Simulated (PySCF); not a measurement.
# [YbH2]+: shape, vibrations and bonding

Aim: find the relaxed shape of [YbH2]+, test it by its vibrations, and read charges and levels. It is a constructed species; whether it can be made isn't addressed.

Method: PBE0, Yb lcecp-1-SVP with ECP59, H def2-SVP; scalar-relativistic core potentials, no spin–orbit coupling; program: PySCF 2.14.0.

1 further run of the same task is left out (for a known fault of the program).

### Step 1. The starting structure

3 atoms, charge 1, spin multiplicity 1.

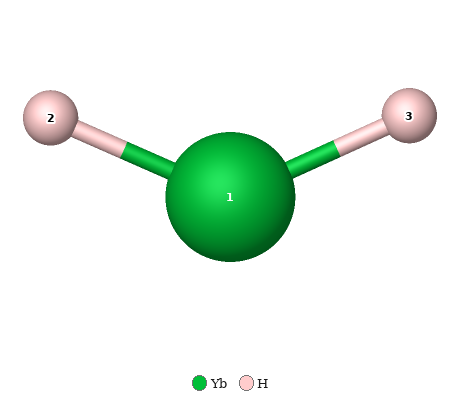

As it starts; ytterbium green, hydrogen pink; atoms are numbered from 1 in the order of the file.

Geometry (Å):

```tsv
atom	x (Å)	y (Å)	z (Å)
Yb1	0.0000	0.0000	0.0000
H2	1.9510	0.0000	0.8731
H3	-1.9510	0.0000	0.8731
```

Formal oxidation states: Yb +3. Each metal's 13 4f electrons lie in its core potential, so multiplicities, spins and levels count the valence alone.

### Step 2. SCF at the start, singlet

run.py (the lines that set the calculation) reads:

```python
mol = gto.M(atom='''
Yb     0.00000     0.00000     0.00000
H      1.95100     0.00000     0.87310
H     -1.95100     0.00000     0.87310''',
    basis={'Yb': 'lcecp-1-SVP', 'H': 'def2-SVP'},
    ecp={'Yb': 'lcecp-1-SVP'},
    charge=1, spin=0)
mf = dft.RKS(mol, xc='PBE0')
mf.grids.atom_grid = (50, 194)  # f atoms: unpruned, at least (60, 302)
mf = mf.density_fit()  # fitting sets: Yb AutoAux, H def2-universal-JKFIT
mf.conv_tol = 1e-08; mf.max_cycle = 55
mf.kernel(dm0)  # dm0: free metal ions and neutral atoms
```

Started as:

```bash
> OMP_NUM_THREADS=2 python run.py
```

Standard output:

```text
init E= -39.9016353908697
  HOMO = -0.481907893186693  LUMO = -0.323743261711924  gap/eV = 4.30388
cycle= 1 E= -40.1959981503995  delta_E= -0.294  |g|= 0.281  |ddm|= 1.71
  HOMO = -0.424259513872816  LUMO = -0.351952468363234  gap/eV = 1.96757
cycle= 2 E= -40.2031744532008  delta_E= -0.00718  |g|= 0.253  |ddm|= 1.33
  HOMO = -0.445532273104539  LUMO = -0.309723783257341  gap/eV = 3.69554
cycle= 3 E= -40.2377876624356  delta_E= -0.0346  |g|= 0.0182  |ddm|= 0.73
  HOMO = -0.4515578143924  LUMO = -0.314791933028812  gap/eV = 3.72159
cycle= 4 E= -40.2379167773753  delta_E= -0.000129  |g|= 0.00301  |ddm|= 0.0343
  HOMO = -0.4506361842591  LUMO = -0.314655826105274  gap/eV = 3.70021
cycle= 5 E= -40.2379214776052  delta_E= -4.7e-06  |g|= 0.000353  |ddm|= 0.00617
  HOMO = -0.450543437607491  LUMO = -0.314664076303067  gap/eV = 3.69747
cycle= 6 E= -40.237921595651  delta_E= -1.18e-07  |g|= 0.000116  |ddm|= 0.0014
  HOMO = -0.45051705835217  LUMO = -0.314655473891041  gap/eV = 3.69698
cycle= 7 E= -40.2379216038758  delta_E= -8.22e-09  |g|= 2.55e-05  |ddm|= 0.000388
  HOMO = -0.450512962773882  LUMO = -0.31465991876478  gap/eV = 3.69675
Extra cycle  E= -40.2379216043224  delta_E= -4.47e-10  |g|= 1.41e-05  |ddm|= 8.82e-05
converged SCF energy = -40.2379216043224
```

It took 1.7 s on 2 threads of Arm Neoverse V1, shared host; peak memory 0.28 GiB.

Result: E = -40.237922 Eh, HOMO -12.26 eV, LUMO -8.56 eV, Mulliken charge on Yb1 +1.23 e. 

### Step 3. Relaxation, singlet

Steps are kept in the start's point group, C2v.

run.py (the lines that set the calculation) reads:

```python
mol = gto.M(atom='''
Yb     0.00000     0.00000    -0.01000
H      1.95100     0.00000     0.86310
H     -1.95100     0.00000     0.86310''',
    basis={'Yb': 'lcecp-1-SVP', 'H': 'def2-SVP'},
    ecp={'Yb': 'lcecp-1-SVP'},
    charge=1, spin=0)
mf = dft.RKS(mol, xc='PBE0')
mf.grids.atom_grid = (50, 194)  # f atoms: unpruned, at least (60, 302)
mf = mf.density_fit()  # fitting sets: Yb AutoAux, H def2-universal-JKFIT
mf.conv_tol = 1e-08; mf.max_cycle = 55
mf.kernel(dm0)  # dm0: an SCF of this state at this start
# quasi-Newton relaxation in Cartesian coordinates to a largest gradient under 0.00045 Eh/bohr, steps kept in the point group
```

Started as:

```bash
> OMP_NUM_THREADS=2 python run.py
```

The driver keeps no SCF log for this step, only its results.

It took 3.8 s on 2 threads of Arm Neoverse V1, shared host.

Relaxation path:

```tsv
step	energy from step 1 (eV)	largest force component (eV/Å)
1	0.0000	1.7058
2	-0.3415	1.3197
3	-0.6681	0.5157
4	-0.7156	0.0885
5	-0.7192	0.0069
6	-0.7192	0.0018
```

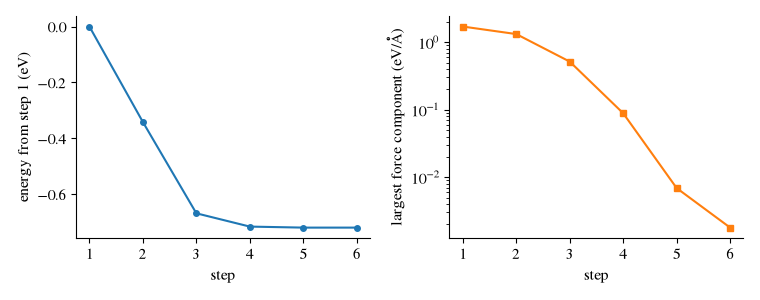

Energy and force, step by step.

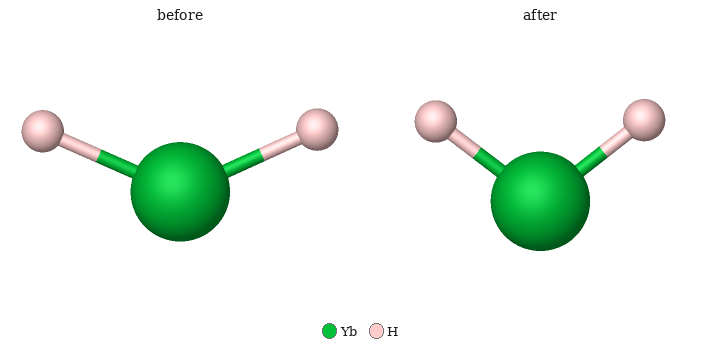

The geometry before (left) and after (right).

Distances of close pairs at the start and the end, largest changes first:

```tsv
bond	before (Å)	after (Å)	change (Å)
Yb1–H2	2.137	1.872	-0.266
Yb1–H3	2.137	1.872	-0.266
```

It ends in C2v at E = -40.264353 Eh.

```xyz
3
charge 1, multiplicity 1
Yb    0.00000    0.00000   -0.19133
H     1.48070    0.00000    0.95376
H    -1.48070    0.00000    0.95376
```

### Step 4. The relaxed geometry turned into its symmetry frame

run.py (the lines that set the calculation) reads:

```python
mol = gto.M(atom='''
Yb     0.00000     0.00000    -0.01312
H      1.48070     0.00000     1.13198
H     -1.48070     0.00000     1.13198''',
    basis={'Yb': 'lcecp-1-SVP', 'H': 'def2-SVP'},
    ecp={'Yb': 'lcecp-1-SVP'},
    charge=1, spin=0)
mf = dft.RKS(mol, xc='PBE0')
mf.grids.atom_grid = (50, 194)  # f atoms: unpruned, at least (60, 302)
mf = mf.density_fit()  # fitting sets: Yb AutoAux, H def2-universal-JKFIT
mf.conv_tol = 1e-08; mf.max_cycle = 55
mf.kernel(dm0)  # dm0: free metal ions and neutral atoms
```

Started as:

```bash
> OMP_NUM_THREADS=2 python run.py
```

Standard output:

```text
init E= -39.952326669963
  HOMO = -0.525677491597955  LUMO = -0.316750194805325  gap/eV = 5.68520
cycle= 1 E= -40.2226548320526  delta_E= -0.27  |g|= 0.302  |ddm|= 1.78
  HOMO = -0.442069586198238  LUMO = -0.32267397807686  gap/eV = 3.24892
cycle= 2 E= -40.2309124030814  delta_E= -0.00826  |g|= 0.275  |ddm|= 1.25
  HOMO = -0.472339580830267  LUMO = -0.292907626389335  gap/eV = 4.88259
cycle= 3 E= -40.2642480397408  delta_E= -0.0333  |g|= 0.0176  |ddm|= 0.675
  HOMO = -0.476420666537915  LUMO = -0.294933545809403  gap/eV = 4.93852
cycle= 4 E= -40.2643478671758  delta_E= -9.98e-05  |g|= 0.00299  |ddm|= 0.0237
  HOMO = -0.475790518183441  LUMO = -0.295056316619521  gap/eV = 4.91803
cycle= 5 E= -40.2643526098977  delta_E= -4.74e-06  |g|= 0.000741  |ddm|= 0.00706
  HOMO = -0.475555722432928  LUMO = -0.2948859586028  gap/eV = 4.91627
cycle= 6 E= -40.2643528401309  delta_E= -2.3e-07  |g|= 9.46e-05  |ddm|= 0.00218
  HOMO = -0.475530424602734  LUMO = -0.294879486756206  gap/eV = 4.91576
cycle= 7 E= -40.2643528575177  delta_E= -1.74e-08  |g|= 1.54e-05  |ddm|= 0.000697
  HOMO = -0.475523796995744  LUMO = -0.294876058487541  gap/eV = 4.91568
cycle= 8 E= -40.2643528579273  delta_E= -4.1e-10  |g|= 1.56e-06  |ddm|= 0.00012
  HOMO = -0.475524111408864  LUMO = -0.29487587965888  gap/eV = 4.91569
Extra cycle  E= -40.2643528579294  delta_E= -2.09e-12  |g|= 9.03e-07  |ddm|= 6.36e-06
converged SCF energy = -40.2643528579294
```

Wall time 0.3 s (2 threads of Arm Neoverse V1, shared host).

It gives: E = -40.264353 Eh, HOMO -12.94 eV, LUMO -8.02 eV, Mulliken charge on Yb1 +1.18 e. 

### Step 5. Frequencies and infrared intensities

run.py (the lines that set the calculation): that of step 4 with these lines changed.

```diff
@@ -10,3 +10,4 @@
 mf = mf.density_fit()  # fitting sets: Yb AutoAux, H def2-universal-JKFIT
-mf.conv_tol = 1e-08; mf.max_cycle = 55
-mf.kernel(dm0)  # dm0: free metal ions and neutral atoms
+mf.conv_tol = 1e-10; mf.max_cycle = 55
+mf.kernel(dm0)  # dm0: the density of the relaxed state
+# Hessian and dipole derivatives by central differences of gradients, 0.02 bohr
```

Started as:

```bash
> OMP_NUM_THREADS=2 python run.py
```

The driver keeps no SCF log for this step, only its results.

Run time: 4.8 s. Hardware: 2 threads of Arm Neoverse V1, shared host.

Point group C2v; negative numbers are unstable modes, and those under 60 cm⁻¹ are near the numerical noise:

```tsv
cm⁻¹	km/mol	symmetry
572	42.7	a1
1684	256.3	b2
1711	76.0	a1
```

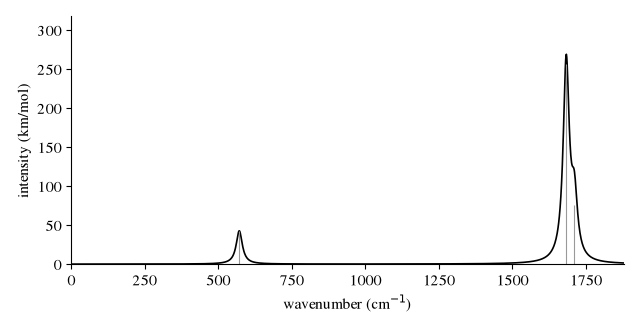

The infrared spectrum from the harmonic lines. Lines are broadened to a width of 25 cm⁻¹ (Lorentzian).

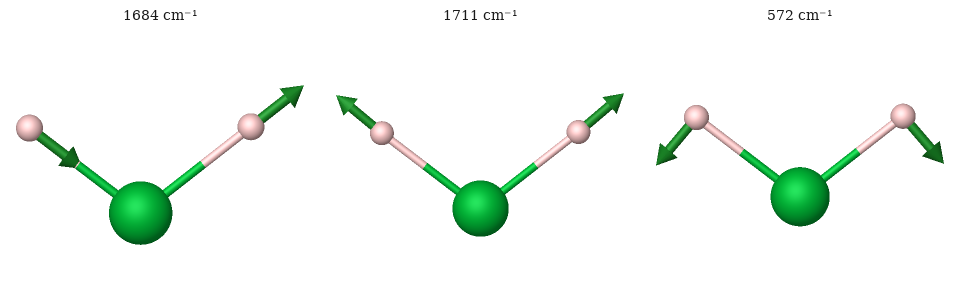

How the atoms move in 3 of the modes.

### Step 6. Properties on a finer grid

run.py (the lines that set the calculation) reads:

```python
mol = gto.M(atom='''
Yb     0.00000     0.00000    -0.19133
H      1.48070     0.00000     0.95376
H     -1.48070     0.00000     0.95376''',
    basis={'Yb': 'lcecp-1-SVP', 'H': 'def2-SVP'},
    ecp={'Yb': 'lcecp-1-SVP'},
    charge=1, spin=0)
mf = dft.RKS(mol, xc='PBE0')
mf.grids.atom_grid = (75, 302)  # f atoms: unpruned, at least (60, 302)
mf = mf.density_fit()  # fitting sets: Yb AutoAux, H def2-universal-JKFIT
mf.conv_tol = 1e-09; mf.max_cycle = 55
mf.kernel(dm0)  # dm0: the density of the relaxed state
```

Started as:

```bash
> OMP_NUM_THREADS=2 python run.py
```

Standard output:

```text
init E= -40.2643527725621
  HOMO = -0.475527843138815  LUMO = -0.294871440980384  gap/eV = 4.91591
cycle= 1 E= -40.264352772787  delta_E= -2.25e-10  |g|= 3.92e-05  |ddm|= 0.000171
  HOMO = -0.475520668871166  LUMO = -0.294879465340295  gap/eV = 4.91550
cycle= 2 E= -40.2643527729433  delta_E= -1.56e-10  |g|= 3.38e-05  |ddm|= 0.000152
  HOMO = -0.475523959368697  LUMO = -0.294875730502049  gap/eV = 4.91569
cycle= 3 E= -40.2643527733934  delta_E= -4.5e-10  |g|= 1.37e-07  |ddm|= 6.99e-05
  HOMO = -0.475523997206639  LUMO = -0.294875744844194  gap/eV = 4.91569
Extra cycle  E= -40.2643527733934  delta_E= 1.42e-14  |g|= 4.21e-08  |ddm|= 4.94e-07
converged SCF energy = -40.2643527733934
```

Wall time 1.7 s (2 threads of Arm Neoverse V1, shared host).

Read off: E = -40.264353 Eh, HOMO -12.94 eV, LUMO -8.02 eV, Mulliken charge on Yb1 +1.18 e, largest force component 0.002 eV/Å. 

Löwdin charges:

```tsv
atom	value (e)
Yb1	1.23
H2	-0.11
H3	-0.11
```

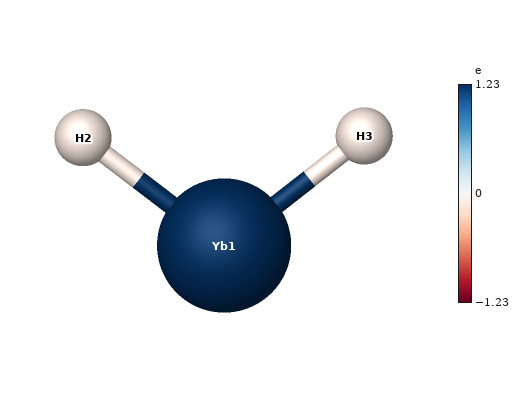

Löwdin charges, as colours on the atoms.

Mulliken charges: Yb1 +1.18, H2 -0.09, H3 -0.09 e.

Contacts (the nearest donor of each ligand) and Mayer bond orders:

```tsv
contact	distance (Å)	bond order
Yb1–H2 (H)	1.872	0.99
Yb1–H3 (H)	1.872	0.99
```

Mulliken populations of Yb1 outside the core potential: s 2.74, p 6.17, d 0.91, f 0.01.

The fields below are evaluated on a grid from the run's orbitals.

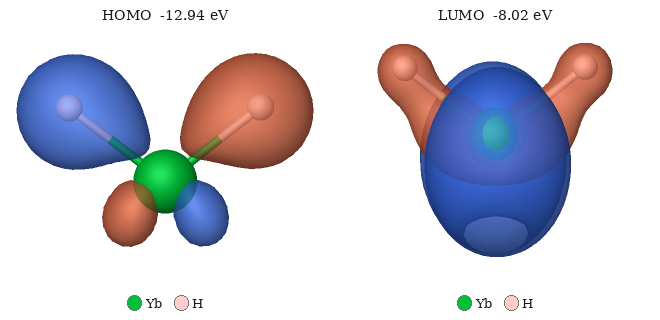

PBE0 orbitals near the gap, drawn at the value that encloses 70 % of each; the two colours are the two signs.

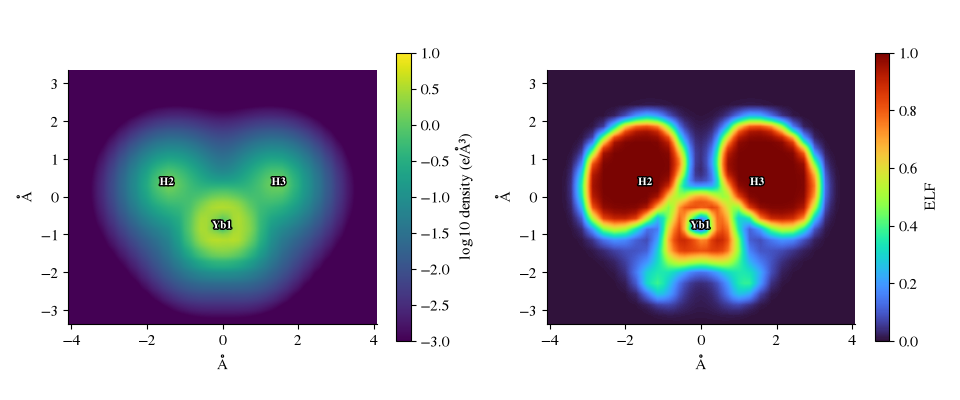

Density (left) and ELF (right) in a plane through or near 3 of the atoms.

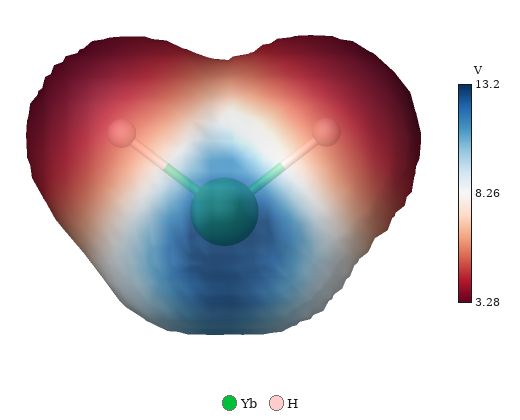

Electrostatic potential on the surface of density 0.002 e/bohr³; red is low, blue high. It runs from 3.28 to 13.24 V.

### Step 7. Outcome

```
                                              quantity                            value
                                 state and point group      singlet in the valence, C2v
                                                 modes  572 to 1711 cm⁻¹, none unstable
strongest infrared band (modes within 1.5 cm⁻¹ summed)           1684 cm⁻¹ (256 km/mol)
                                     zero-point energy                         0.246 eV
                               ideal gas, 298 K, 1 bar   S = 242.3, Cp = 38.1 J/(mol K)
                                 metal–ligand contacts                           1.87 Å
                                       frontier levels    HOMO -12.94 eV, LUMO -8.02 eV
                       dipole about the centre of mass                           4.29 D
                                   mean polarisability                           5.1 Å³
```

**Reading.** All modes are real, so the structure is a minimum. The metal carries +1.23 e by Löwdin's partition against a formal +3, and bond orders to the nearest donors reach 0.99. Both measures hang on the basis. One start shape was tried, so another isomer may lie lower. The bases are small and lack diffuse functions. Spin–orbit coupling is left out.
